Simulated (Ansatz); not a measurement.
SiH5SF: several calculations on one system

## 1. Relaxation

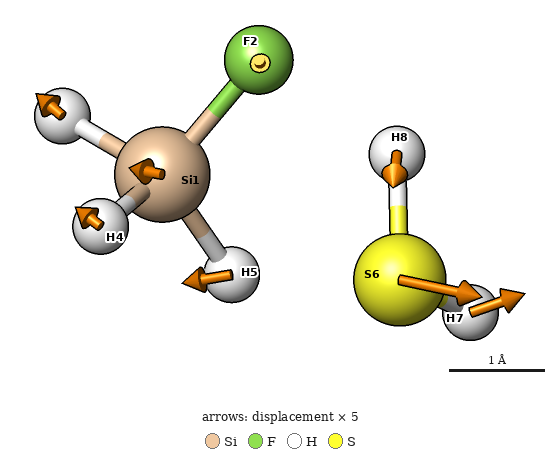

A relaxation of SiH5SF. The starting structure is drawn; orange arrows show the displacements, 5 times their true length. The two geometries are superimposed by the best rigid fit.

The picture is a ball-and-stick view, seen at a tilt.

The run prepares an end point of a later path (reaction) calculation, from a guessed geometry.

All numbers below come from RKS PBE-D4/def2-SVP (Ansatz 0.2.0). Set-up: no spin polarisation; force threshold 0.03 eV/Å; at most 50 steps.

Q: Which element moves most?

A: Sulfur: up to 0.20 Å, against 0.13 Å for hydrogen.

Q: Describe the change and its energy.

A: The largest move after the best rigid fit is that of the S atom, 0.20 Å. By element the largest moves are S 0.20 Å, H 0.13 Å, Si 0.09 Å, F 0.05 Å. Some distances before and after: F–Si 1.623 → 1.651 Å, H–S 1.383 → 1.363 Å. The energy falls by 0.042 eV in 6 geometry steps. Largest force component: 1 eV/Å at the start, 0.013 eV/Å at the end.

## 2. Relaxation

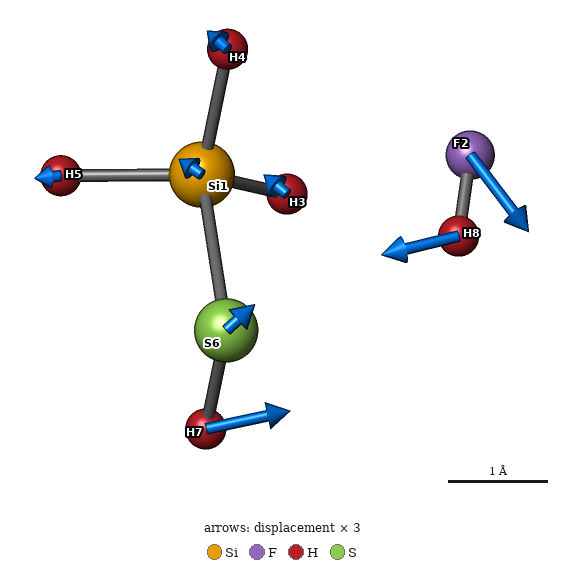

A relaxation of SiH5SF. The starting structure is drawn; blue arrows show the displacements, 3 times their true length. The two geometries are superimposed by the best rigid fit.

The picture is a ball-and-stick view, seen at a tilt.

The run prepares an end point of a later path (reaction) calculation, from a guessed geometry.

All numbers below come from RKS PBE-D4/def2-SVP (Ansatz). Set-up: no spin polarisation; force threshold 0.03 eV/Å; at most 50 steps.

Q: What happened in the run?

A: F2 moves most after the best rigid fit: 0.34 Å. By element the largest moves are F 0.34 Å, H 0.30 Å, S 0.13 Å, Si 0.10 Å. Among the contacts that change: Si1–S6 2.169 → 2.193 Å, F2–H8 0.933 → 0.951 Å, Si1–H5 1.507 → 1.503 Å. The energy falls by 10.7 kJ/mol in 6 accepted moves (8 points after the start). The largest force component goes from 0.53 to 0.015 eV/Å. The line search rejected the trial steps at points 1, 7 of the run. The run took 30 s on 1 thread of Intel(R) Xeon(R) Platinum 8175M CPU @ 2.50GHz (Skylake/Cascade Lake) (shared host), peak memory 0.15 GiB.

Limits of the set-up: the start holds two separate molecules, 2.6 Å apart at their closest, whose relative position is a soft coordinate.

## 3. Path

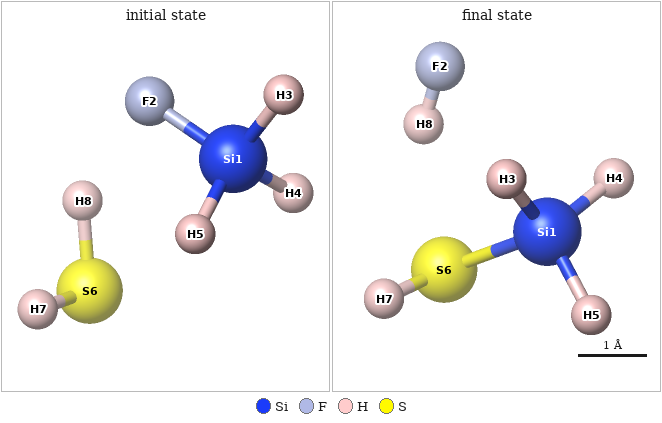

The two relaxed end points of a path for SiH₅SF, made up at the start of SiH₃F and H2S. Style: ball-and-stick. Shown from a free direction.

Theory: RKS PBE-D4/def2-SVP (Ansatz).

Settings: 5 movable images; climbing image; force threshold 0.05 eV/Å; iteration limit 60.

Start:
```xyz
8

Si    0.3349    0.0531   -0.1443
F     0.1562   -0.1777    1.4811
H     1.8078   -0.0265   -0.4282
H    -0.1896    1.4062   -0.5139
H    -0.3832   -1.0406   -0.8759
S    -3.1263    0.1234    0.9927
H    -3.1590   -1.2231    0.7961
H    -2.0287    0.0125    1.7928
```

End:
```xyz
8

Si   -0.4255   -0.0611   -0.4958
F    -0.2461    0.5963    2.5181
H     0.5681   -0.9141    0.2296
H    -0.0791    1.3928   -0.4513
H    -0.5421   -0.5202   -1.9219
S    -2.3892   -0.1798    0.4734
H    -2.3814   -1.5381    0.5891
H    -1.0924    0.3515    2.1593
```

> What barrier does the band find between them, and by what path?

Forward barrier 1.36 eV, backward barrier 0.85 eV, with image 3 at the top; the reaction energy is +0.51 eV. Breaking: S6–H8 (1.36 → 1.65 at the top → 2.19 Å), Si1–F2 (1.65 → 1.99 at the top → 3.09 Å). Forming: F2–H8 (2.22 → 1.14 at the top → 0.95 Å), Si1–S6 (3.64 → 2.47 at the top → 2.19 Å). The band converged in 13 iterations, with a climbing image at the top.

Energies of the converged images:

```json
{"image": "0", "path (Å)": "0.00", "E (eV)": "0.000"}
{"image": "1", "path (Å)": "0.65", "E (eV)": "0.066"}
{"image": "2", "path (Å)": "1.31", "E (eV)": "0.606"}
{"image": "3", "path (Å)": "1.97", "E (eV)": "1.357"}
{"image": "4", "path (Å)": "2.54", "E (eV)": "0.960"}
{"image": "5", "path (Å)": "3.12", "E (eV)": "0.577"}
{"image": "6", "path (Å)": "3.70", "E (eV)": "0.506"}
```

The geometry at the top of the path:

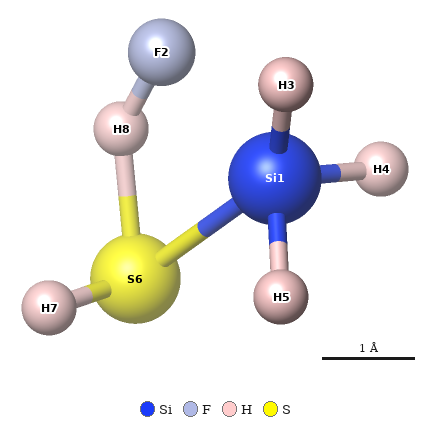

Limits of the set-up: the start holds two separate molecules, 2.2 Å apart at their closest, whose relative position is a soft coordinate.
